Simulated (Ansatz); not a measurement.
The relaxed structure here is a generated cell of CoPdO2: the first start was made by a random draw of sites in a space group, and the end was not matched to a known phase here, so it may be hypothetical.

The end point of a relaxation of CoPdO$_{2}$. Computed with PBE (plane waves to 420 eV, PAW, scalar-relativistic; Ansatz, a first-principles code).

Space group P1 (No. 1); a = 5.0636 Å, b = 5.1606 Å, c = 5.3000 Å, α = 116.48°, β = 91.58°, γ = 117.84°

```tsv
atom	site	symmetry	x	y	z
Co	1a	1	0.0115	0.6246	0.3235
Co	1a	1	0.1078	0.3948	0.6860
O	1a	1	0.9212	0.6036	0.6522
O	1a	1	0.2810	0.6044	0.0836
O	1a	1	0.2027	0.0848	0.4746
O	1a	1	0.6508	0.2589	0.0428
Pd	1a	1	0.7361	0.8933	0.8257
Pd	1a	1	0.3057	0.3168	0.2350
```

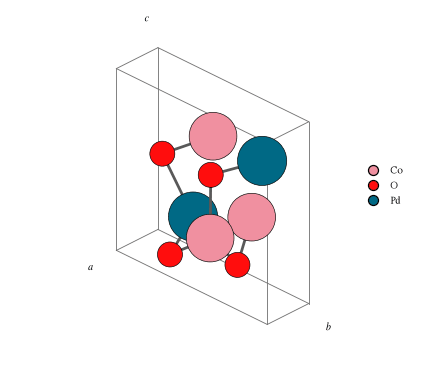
Fig. 1. The conventional cell of the relaxed structure

| Property | Value |
|---|---|
| Volume per atom | 13.08 Å³ |
| Density | 6.26 g/cm³ |
| Band gap | zero (metallic) |
| Magnetic moment | net 0.01 μB/atom, antiferromagnetic |
| Shortest distances | Co–O 1.79 Å; O–Pd 1.98 Å; Co–Pd 2.56 Å; O–O 2.64 Å |
| k-mesh | 7×8×7 |

Spin state reached: antiferromagnetic (net 0.01 μB/atom); other spin orders were not run from this start. The d or f electrons are treated with no Hubbard U. A magnetic insulating state can be missed without it.

It was reached from a disturbed copy of a R3 (No. 146) cell, against which it lies -0.24 eV/atom.
